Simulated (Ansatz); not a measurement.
# Hypothetical diamond Na: pressure series

Start from Na in the diamond structure (space group Fd-3m, No. 227; a = 7.5841 Å; a hypothetical phase, not in the database extracts checked).

Cell and atoms are relaxed at each pressure.

The values are results of PBE (Ansatz, a program for electronic structure; PAW; 420 eV plane waves; no spin-orbit coupling), not measurements.

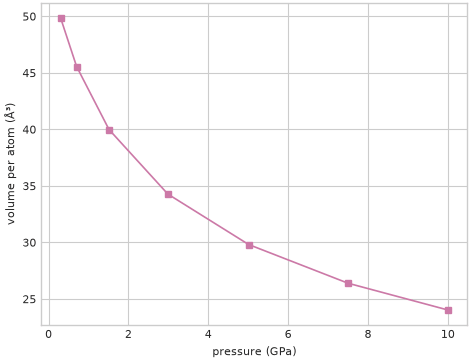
Figure. Volume against pressure

Question: Estimate the zero-pressure bulk modulus from the plot.

Answer: About 2.7 GPa; a third-order Birch–Murnaghan fit to the points gives V₀ = 54.80 Å³/atom, B₀ = 2.7 GPa and B₀′ = 3.7.

Load acts through the strain it causes; cell and atoms are relaxed under it. No phonon test of stability was made. No other phases were tried under pressure.
